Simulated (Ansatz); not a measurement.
**CeO2 (Fm-3m): a many-body input that goes wrong, and its mend**

What is wrong with this input for CeO2 (Fm-3m)?

Calculated with Ansatz 0.2.0; G0W0 on PBE, plane waves, PAW; PAW set soft_1.

In doubt: the elements are of a kind flagged for part-filled d or f shells, though by formal charges that shell is empty here, so the flag may not apply.

## Step 1: Starting point

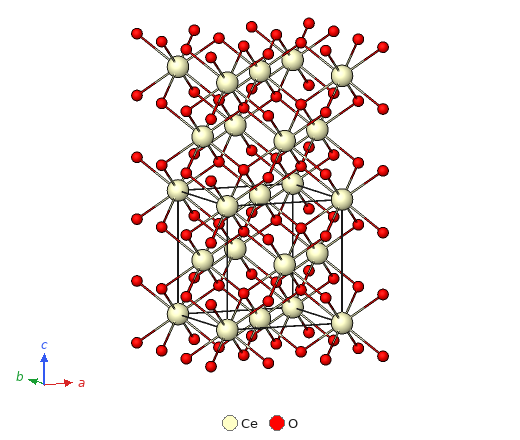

The cell as given, slightly off an axis (cerium light yellow, oxygen red). 1×1×2 cells are drawn. This picture shows the conventional cell, with its axes. Some periodic images of atoms are drawn too.

Structure file:

```cif
data_structure
_symmetry_space_group_name_H-M 'P 1'
_symmetry_Int_Tables_number 1
_cell_length_a 3.8235
_cell_length_b 3.8235
_cell_length_c 3.8235
_cell_angle_alpha 60.000
_cell_angle_beta 60.000
_cell_angle_gamma 60.000
_cell_volume 39.53
loop_
_atom_site_label
_atom_site_type_symbol
_atom_site_fract_x
_atom_site_fract_y
_atom_site_fract_z
_atom_site_occupancy
Ce1 Ce 0.00000 0.00000 0.00000 1
O2 O 0.25000 0.25000 0.25000 1
O3 O 0.75000 0.75000 0.75000 1
```

The cell and positions come from the Crystallography Open Database and are kept as given unless a step says otherwise. Spin-orbit coupling is left out unless a step names it.

## Step 2: First try

Contents of input.yaml:

```yaml
crystal:
  lattice:
    - [0.0, 2.70365, 2.70365]
    - [2.70365, 0.0, 2.70365]
    - [2.70365, 2.70365, 0.0]
  atoms:
    - { symbol: Ce, position: [0.0, 0.0, 0.0] }
    - { symbol: O, position: [0.25, 0.25, 0.25] }
    - { symbol: O, position: [0.75, 0.75, 0.75] }
kpoints:
  mp_grid: { grid: [1, 1, 1] }
hamiltonian:
  xc: pbe
  pseudopotentials: { kind: paw, azcp: { folder: soft_1 } }
scf:
  occupations: { method: fixed }
gw:
  n_empty_bands: 64
  ecut_chi: 80
  qp_bands: [v2, c2]
  qp_kpoints: band_edges
  screening: { model: contour_deformation }
```

Command:

```
> ansatz run input.yaml --threads 3 --pin off --max-ram 92160MiB --backend cuda --events-out ev --progress --plain --runs-dir out --devices 1 --max-vram 13GiB
```

Numbers of over 12 decimals in the logs are rounded to 6 here.

Log:

```text
GPUs: using 1 of 1 available (devices: 1).
Engine: ansatz 0.2.0, x86_64-unknown-linux-gnu
Pseudopotentials: kind: paw
Pseudopotential: Ce, paw, valence charge 12, recommended cutoff 420 eV (normal), soft_1/Ce.paw.azcp
Pseudopotential: O, paw, valence charge 6, recommended cutoff 420 eV (normal), soft_1/O.paw.azcp
Functional definition: PBE
  parameter kappa = 0.804
  parameter beta = 0.066725
  exchange = pbe_x(kappa = kappa, mu = beta*pi^2/3)
  correlation = pbe_c(beta = beta)
device memory: the entry about to start is reckoned to put 0.4 GiB on a device that reports 49.7 GiB free (of which the cap on the GPU budget leaves the run 13.0 GiB)
GPU FFT provider: cuFFT
GPU libraries: cuBLAS 13.8.2, cuFFT 12.4.0, cuSOLVER 12.3.4
Crystal: 3 atoms, lattice volume = 39.526 Å³
Basis set: ecut = 420 eV, 749 PW (Γ)
Bands: 16, of which v1, the nominal top of the filled ones, is band 12 counted from 1 (11 counted from 0)
Symmetry: 48 space group operations
Space group: Fm-3m (ITA 225), of the structure as read, at distance tolerance 3.4e-5 Å
k-points: 1
Non-local potential: Ce, projectors of the file, l = 0: 3, l = 1: 2, l = 2: 2, l = 3: 3
Non-local potential: O, projectors of the file, l = 0: 2, l = 1: 2, l = 2: 1
PAW form: soft (Blöchl's): semilocal exchange-correlation on the pseudo side does not see the compensation charge
PAW one-centre angular grid: Ce, 590 points (default); XC on 64 Gauss nodes
PAW one-centre angular grid: O, 110 points (default); XC on 64 Gauss nodes
Initial density: superposition of atomic densities (chi_scale 0.1, normalization cell, long waves kept (reshape's long-wave potential 0.00 eV rms))
Initial wavefunctions: pseudopotential atomic-orbital guess
GPU buffer pool allocated for 19683 grid points (all kernels)
GPU transforms: local potential and band sums: pruned to the plane-wave sphere, on 25×25×25
Functional: x = pbe(κ = 0.804, μ = 0.219515), c = pbe(β = 0.066725)
SCF iter   1: F=—  HF=-7721.474317 eV  |F-HF|=—  |Δ(HF+E_count)|=         —  Δρ=8.21e-2  dr2=2.62e0  ethr=3.10e-3  ⟨swp⟩=3.0  Hψ=67  notcnv=0  defer=1
preconditioner: auto → none  [insulator: Δε(μ)=2.975 eV  Ē_g=10.658 eV  n_scr=14 (ndim 8)  ℏωp=27.7 eV  f_vac=0.000  ε∞_Penn≈7.8]
SCF iter   2: F=—  HF=-7722.622265 eV  |F-HF|=—  |Δ(HF+E_count)|=    1.15e0  Δρ=1.29e-1  dr2=7.28e0  ethr=3.10e-3  ⟨swp⟩=2.0  Hψ=39  notcnv=0  defer=1  recentre
SCF iter   3: F=—  HF=-7721.221349 eV  |F-HF|=—  |Δ(HF+E_count)|=    1.40e0  Δρ=3.98e-2  dr2=4.84e-1  ethr=3.10e-3  ⟨swp⟩=4.0  Hψ=37  notcnv=0  defer=1
SCF iter   4: F=—  HF=-7721.330201 eV  |F-HF|=—  |Δ(HF+E_count)|=   1.09e-1  Δρ=4.19e-2  dr2=8.62e-1  ethr=2.02e-3  ⟨swp⟩=4.0  Hψ=38  notcnv=0  defer=1
SCF iter   5: F=—  HF=-7721.260482 eV  |F-HF|=—  |Δ(HF+E_count)|=   6.97e-2  Δρ=1.69e-2  dr2=1.31e-1  ethr=2.02e-3  ⟨swp⟩=2.0  Hψ=22  notcnv=0  defer=1
SCF iter   6: F=—  HF=-7721.244568 eV  |F-HF|=—  |Δ(HF+E_count)|=   1.59e-2  Δρ=1.74e-3  dr2=1.02e-3  ethr=5.45e-4  ⟨swp⟩=2.0  Hψ=28  notcnv=0
SCF iter   7: F=—  HF=-7721.244708 eV  |F-HF|=—  |Δ(HF+E_count)|=   1.40e-4  Δρ=2.18e-3  dr2=2.23e-3  ethr=4.26e-6  ⟨swp⟩=2.0  Hψ=31  notcnv=0  defer=1
SCF iter   8: F=—  HF=-7721.244444 eV  |F-HF|=—  |Δ(HF+E_count)|=   2.64e-4  Δρ=2.06e-4  dr2=2.01e-5  ethr=4.26e-6  ⟨swp⟩=3.0  Hψ=28  notcnv=0  defer=1
SCF iter   9: F=—  HF=-7721.244441 eV  |F-HF|=—  |Δ(HF+E_count)|=   2.34e-6  Δρ=5.66e-5  dr2=1.46e-6  ethr=8.37e-8  ⟨swp⟩=2.0  Hψ=19  notcnv=0  defer=1
SCF iter  10: F=-7721.244441 eV  HF=-7721.244441 eV  |F-HF|=2.85e-8  |Δ(HF+E_count)|=   2.00e-7  Δρ=8.21e-6  dr2=2.98e-8  ethr=4.17e-10  ⟨swp⟩=4.0  Hψ=67  notcnv=0
SCF 1 converged in 10 iterations: F = -7721.244441 eV  dr2 = 2.98e-8
[...]
device memory: the entry about to start is reckoned to put 0.4 GiB on a device that reports 50.9 GiB free (of which the cap on the GPU budget leaves the run 13.0 GiB)
NSCF: frozen V_eff on 1 k-points
[...]
device memory: the entry about to start is reckoned to put 0.5 GiB on a device that reports 50.9 GiB free (of which the cap on the GPU budget leaves the run 13.0 GiB)
NSCF: frozen V_eff on 1 k-points
G₀W₀ screening: q 1/1
G₀W₀ self-energy: k 1/1
device memory: the entry about to start is reckoned to put 0.3 GiB on a device that reports 64.2 GiB free (of which the cap on the GPU budget leaves the run 13.0 GiB)
NSCF: frozen V_eff on 1 k-points
device memory: the entry about to start is reckoned to put 0.3 GiB on a device that reports 65.6 GiB free (of which the cap on the GPU budget leaves the run 13.0 GiB)
NSCF: frozen V_eff on 1 k-points
device memory: the entry about to start is reckoned to put 0.3 GiB on a device that reports 65.6 GiB free (of which the cap on the GPU budget leaves the run 13.0 GiB)
NSCF: frozen V_eff on 1 k-points
device memory: the entry about to start is reckoned to put 0.3 GiB on a device that reports 66.0 GiB free (of which the cap on the GPU budget leaves the run 13.0 GiB)
NSCF: frozen V_eff on 1 k-points
device memory: the entry about to start is reckoned to put 0.3 GiB on a device that reports 66.2 GiB free (of which the cap on the GPU budget leaves the run 13.0 GiB)
NSCF: frozen V_eff on 1 k-points
device memory: the entry about to start is reckoned to put 0.3 GiB on a device that reports 66.3 GiB free (of which the cap on the GPU budget leaves the run 13.0 GiB)
NSCF: frozen V_eff on 1 k-points
device memory: the entry about to start is reckoned to put 0.3 GiB on a device that reports 68.6 GiB free (of which the cap on the GPU budget leaves the run 13.0 GiB)
NSCF: frozen V_eff on 1 k-points
SCF converged after 10 iterations
Free energy (F): -7721.244441 eV
Harris-Foulkes:  -7721.244441 eV  (|F-HF|=2.85e-8)
Internal energy: -7721.244441 eV  (E = F + TS)
E sigma→0 (E₀):  -7721.244441 eV
Fermi energy:    10.040336 eV
--- Per-component energies (eV) ---
  E_band       = 16.741239
  E_kinetic    = 569.835174
  E_local      = -915.901030  (includes V_loc(G=0)·N_el)
  E_nonlocal   = 204.189879
  E_hartree    = 342.295031
  E_xc         = -291.942733
  E_vxc        = -357.624297  (∫ρ·V_xc dr)
  E_paw        = -5899.106420  (= ΣΔE_a)
  E_vpaw       = -168.349427  (= ΣTr[D̂ρ^β])
  E_aug_tail   = 0.001503  (compensation charges beyond the density's cutoff)
  E_ewald      = -1730.615845
  E_smearing   = -0.000000  (= −TS)
  E_closure    = 0.000000  (closes the sum)
  Σ components = -7721.244441   (vs F -7721.244441, Δ=0.00e0)
--- Band table (eV) ---
  k-point 0: bands = [... 8 lower, 6.7754, 10.0403, 10.0403, 10.0403, 13.4988, 13.4988, 13.4988, 13.6668]
--- G₀W₀: contour deformation, 6 samples at zero and on the imaginary axis and 0 off it, 1 q-point, 64 empty bands' worth ---
  eigenvalues of the whole cell's RPA ε∞ on this k-mesh (on a slab, of 1 + 4πα/V) = 4.5406, 4.5406, 4.5406; static W/v taken at q = 0 is 0.220237
  bands read: the sum over 76 bands ends inside a degenerate multiplet in 1 slot, whose members it reads at an even weight; the widest, k=0: bands 76 to 78 (counted from 1) at 1/3 each
  gw.qp_kpoints: band_edges: 1 of 1 stored k-point solved, in 1 pass; an edge of the gap read off the rows below is read off those points alone
  `?` marks the rows in doubt; gw_qp.tsv's column doubts and the gw_qp event give each row's grounds
    ik  band        ε_KS         Σx   Σc(E_QP)       V_xc       Z   E_QP_lin       E_QP  E_QP is
     0    11     10.0403   -27.6160     5.0350   -22.1936  0.7368     9.6512     9.6530  root
     0    12     10.0403   -27.6160     5.0350   -22.1936  0.7368     9.6512     9.6530  root
     0    13     13.4988   -23.1078   -12.1916   -38.4947  0.6427    17.2116    16.6941  root ?
     0    14     13.4988   -23.1078   -12.1916   -38.4947  0.6427    17.2116    16.6941  root ?
```

Wall time 6 s (1 × NVIDIA H100 80GB HBM3 (shared by 6 runs) with 3 threads of AMD EPYC 7R13 (Zen 3), shared host); peak memory 0.95 GiB; 3.5 s of CPU time.

**What went wrong?**

The run ended normally, though the input holds a fault or crude settings.

The fault: G0W0 on a mesh far too coarse. So few points can't sample the density or the screening, and the band edges may lie elsewhere in the zone.

It printed a gap of 7.04 eV, which is an artefact of the settings.

## Step 3: A better input

G0W0 replaces the xc potential by the self-energy, built once from these orbitals. Only a window of levels is corrected, while the sums run over the empty bands that the input names. This step takes PAW set soft_1 files.

Changes to input.yaml since step 2:

```diff
@@ -10,3 +10,3 @@
 kpoints:
-  mp_grid: { grid: [1, 1, 1] }
+  mp_grid: { grid: [6, 6, 6] }
 hamiltonian:
@@ -17,4 +17,4 @@
 gw:
-  n_empty_bands: 64
-  ecut_chi: 80
+  n_empty_bands: 117
+  ecut_chi: 120
   qp_bands: [v2, c2]
```

Log:

```text
GPUs: using 1 of 1 available (devices: 1).
[...]
GPU FFT provider: cuFFT
GPU libraries: cuBLAS 13.8.2, cuFFT 12.4.0, cuSOLVER 12.3.4
Crystal: 3 atoms, lattice volume = 39.526 Å³
Basis set: ecut = 420 eV, 749 PW (Γ)
Bands: 16, of which v1, the nominal top of the filled ones, is band 12 counted from 1 (11 counted from 0)
[... 1 set-up line as in the run before ...]
[...]
k-points: 16 of 216
[...]
GPU buffer pool allocated for 19683 grid points (all kernels)
[...]
SCF iter   1: F=—  HF=-7716.061747 eV  |F-HF|=—  |Δ(HF+E_count)|=         —  Δρ=4.82e-2  dr2=6.40e-1  ethr=3.10e-3  ⟨swp⟩=4.0  Hψ=1022  notcnv=0  defer=17
[...]
SCF iter   8: F=-7716.016495 eV  HF=-7716.016495 eV  |F-HF|=2.28e-8  |Δ(HF+E_count)|=   1.15e-7  Δρ=7.72e-6  dr2=3.03e-8  ethr=4.17e-10  ⟨swp⟩=5.8  Hψ=998  notcnv=0
SCF 1 converged in 8 iterations: F = -7716.016495 eV  dr2 = 3.03e-8
[...]
3    11     10.0479   -25.9106     3.6946   -22.4116  0.6787    10.2424    10.2435  root
     3    12     10.0479   -25.9106     3.6946   -22.4116  0.6787    10.2424    10.2435  root
     3    13     12.8147   -23.1984   -11.5338   -36.6457  0.5817    15.0538    14.7282  root ?
     3    14     13.0016   -23.6853   -12.5195   -38.0850  0.5611    15.2605    14.8818  root ?
[...]
14    11      9.9870   -26.2997     3.8970   -22.6067  0.6771    10.1898    10.1910  root
    14    12     10.5871   -25.8841     4.3436   -21.5474  0.6929    10.5940    10.5940  root
    14    13     12.8772   -23.2100   -11.7297   -36.8264  0.5760    15.0959    14.7639  root ?
    14    14     13.0002   -23.7346   -12.4134   -38.0245  0.5621    15.2520    14.8767  root ?
    15    11     10.0783   -26.0712     4.1773   -22.0263  0.6768    10.2102    10.2108  root
    15    12     10.1820   -26.0898     4.1719   -22.0479  0.6786    10.3114    10.3120  root
    15    13     12.9046   -23.3733   -11.8656   -37.1234  0.5727    15.1306    14.7891  root ?
    15    14     12.9851   -23.8133   -12.3260   -38.0180  0.5631    15.2369    14.8638  root ?
[key lines of the parts left out:]
SCF converged after 8 iterations
Free energy (F): -7716.016495 eV
Fermi energy:    10.732522 eV
```

Wall time 19 s (1 × NVIDIA H100 80GB HBM3 (shared by 6 runs) with 3 threads); peak memory 1.1 GiB; 16 s of CPU time.

This step gave:

```yaml
bands_summed: 129
rpa_eps_infinity_on_this_mesh_eigenvalues: 7.622, 7.622, 7.622
plane_waves_in_the_screening_matrix: 113
q_points_in_the_mesh: 216
g0w0_gap_on_the_mesh: 3.831 eV
k_of_the_valence_top: 0, 0.1667, -0.1667
k_of_the_conduction_bottom: 0, 0, -0.5
starting_gap_on_the_mesh: 2.082 eV
z_at_the_valence_top: 0.6843
z_at_the_conduction_bottom: 0.5817
least_direct_g0w0_gap_on_the_computed_points: 3.919 eV
```

The gap on the mesh goes from 2.08 eV to 3.83 eV, a correction of +1.75 eV, though a band edge has moved to another state. The program marks an edge row as in doubt.

## Step 4: Summary of results

```json
{
 "first try": "converged after 6 s",
 "better run": "G0W0 gap on the mesh 3.83 eV (6×6×6 mesh, 117 empty bands, screening to 120 eV, PAW set soft_1 files)"
}
```

The second run differs in: mesh, empty bands and screening cutoff (eV). Bands and cutoff are finite, so the gap is not at the basis limit. The miss can reach some tenths of an eV and take either sign; the mesh is an error of its own. Empty 4f levels lie among the conduction bands. Their place in the start is unsure; it enters the screening, and the edge itself where they lie low. The runs have no spin polarisation. For a closed low-spin shell that is the natural state; where a d or f shell is open it is a constraint, and the gap is then not the crystal's own. The compound holds f electrons or empty f levels, where one-shot G0W0 is unsure. The many-body steps are scalar-relativistic: spin-orbit coupling is not in them. The program marks a band-edge row as in doubt, so the gap is less sure than its digits.

[Paths, hosts, dates, memory and timing lines, banners, echoed tables and standing remarks are left out of the program output.]

[Logs are printed without paths, hosts, clocks, repeated set-up lines and the standing remarks that a program may print on its own settings, such as how far it seeks lower states.]

[Runs of the session that timed out or met a known fault of the program may be left out.]

[Cells called generated may have been cut or substituted from an entry of the Crystallography Open Database or the Materials Project.]

[Hosts, paths, dates, database ids (printed as entryN), source tags and the programs' standing remarks are cut or masked in the printed files.]
